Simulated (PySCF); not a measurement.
```yaml
atoms:
  - { symbol: N, position_ang: [-1.6562, 1.1765, 0.7273] }
  - { symbol: B, position_ang: [-0.7601, 0.2507, 0.1462] }
  - { symbol: N, position_ang: [-1.2580, -0.8538, -0.5735] }
  - { symbol: N, position_ang: [0.6573, 0.4432, 0.2965] }
  - { symbol: Si, position_ang: [1.9654, -0.5053, -0.2876] }
  - { symbol: H, position_ang: [-2.6529, 1.1000, 0.6470] }
  - { symbol: H, position_ang: [-1.3610, 1.9866, 1.2388] }
  - { symbol: H, position_ang: [-0.6601, -1.5346, -1.0004] }
  - { symbol: H, position_ang: [-2.2355, -1.0321, -0.7066] }
  - { symbol: H, position_ang: [0.9078, 1.2573, 0.8336] }
  - { symbol: H, position_ang: [3.1806, 0.1811, 0.1602] }
  - { symbol: H, position_ang: [1.9435, -0.5971, -1.7561] }
  - { symbol: H, position_ang: [1.9248, -1.8719, 0.2569] }
```

Geometry: GFN2-xTB.

Computed with PBE0/def2-SVPD, SCF density, gas phase in PySCF 2.14.0.

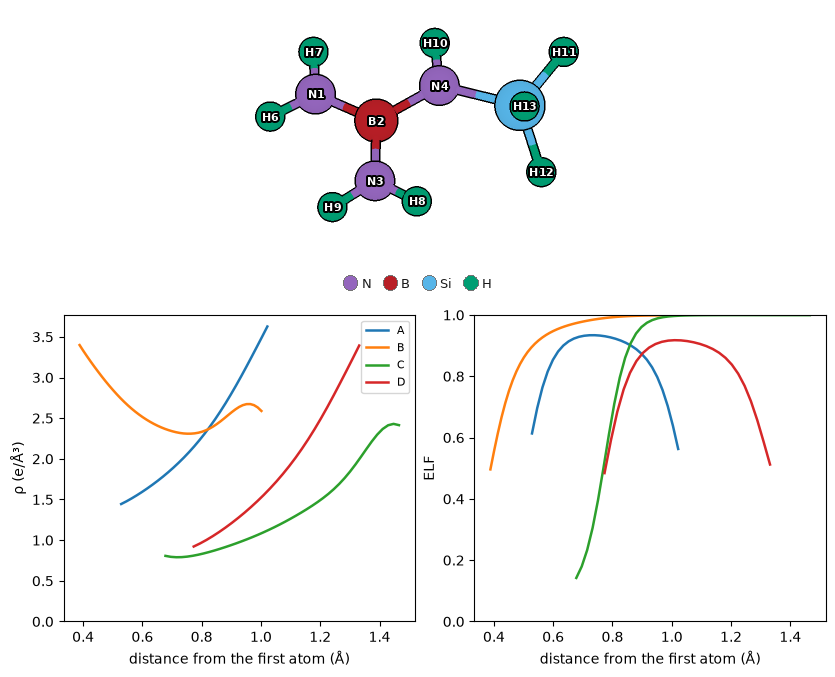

BH₈N₃Si (SMILES NB(N)N[SiH3]). Total electron density and electron localisation function along straight lines between neighbouring atoms. The curves leave out the atomic cores. The structure is drawn too.

> Which curve belongs to which contact (B–N, N–H, Si–H and Si–N)? The first atom named is at distance zero.

Curve A: B–N (1.41 Å): ρ at the midpoint is about 1.9 e/Å³; the ELF peaks at about 0.95 between the atoms; a short, strongly polar bond. Curve B: N–H (1.00 Å): ρ is about 2.8 e/Å³ halfway; the ELF climbs to about 1 towards the hydrogen, as it does in any bond to H (an ordinary covalent bond to hydrogen). Curve C: Si–H (1.47 Å): ρ at the midpoint is about 0.79 e/Å³; the ELF climbs to about 1 towards the hydrogen. Curve D: Si–N (1.72 Å): ρ is about 1.1 e/Å³ halfway; the ELF peaks at about 0.90 between the atoms: a shared but strongly polarised pair.
